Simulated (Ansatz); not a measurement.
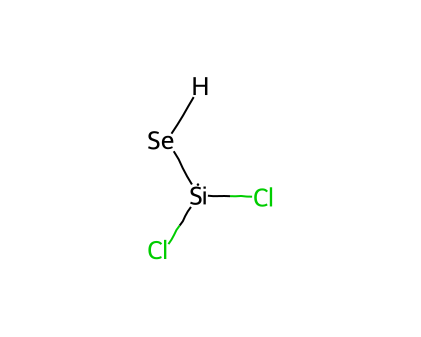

State: neutral, doublet. The geometry was computed by an optimisation with PBE-D4/def2-SVP. No frequency run is at hand to confirm it as a minimum. Level of theory: UKS PBE-D4/def2-SVP (Ansatz 0.2.0).

Computed properties:

The species is Cl2HSeSi (`Cl[Si](Cl)[SeH]`).
- dipole moment: 0.65 D
- ⟨S²⟩ of the determinant: 0.752
